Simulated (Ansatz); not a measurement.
Cost and result by functional for the surface energy of the (0001) surface of hcp Hf in its 1x1 cell, outermost plane spacing 2.53 Å in the ideal cut, in Ansatz (plane waves, PAW). Single points on the PBE structure, on one kind of machine; costs are rough ratios of the slab run's core time (references not counted) to the cheapest single point. r2SCAN's cost holds its higher cutoff (500 against 420 eV). Differences are taken against r2SCAN for comparison alone: no measured value is at hand, so the table doesn't rank accuracy.

Set-up: 5 atoms, 10.1 Å thick at the start (thin: gaps and levels are the slab's own); mesh 13x13x1; 0.1 eV smearing; dipole correction on; all atoms relaxed; symmetry of the start imposed; no spin, no spin-orbit, no U. These notes are the PBE run's.

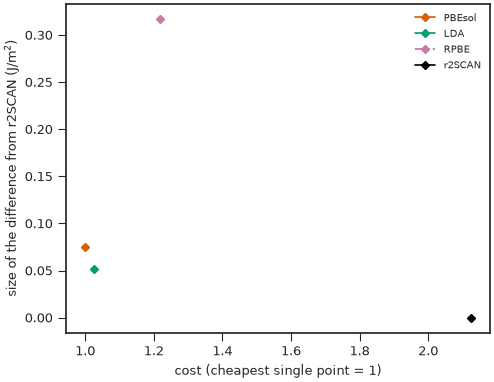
Figure: Difference from r2SCAN against cost

```tsv
functional	relative cost	surface energy (J/m²)	less r2SCAN (J/m²)
PBEsol	1	1.88	-0.07
LDA	1	1.90	-0.05
RPBE	1	1.64	-0.32
r2SCAN	2	1.95	0.00
PBE (the relaxed run's value)	–	1.73	-0.22
```

The values span 0.32 J/m², while the single points' costs differ by a factor of roughly 2. Differences are of unrounded values.

Ansatz is a quantum-chemistry and plane-wave program.
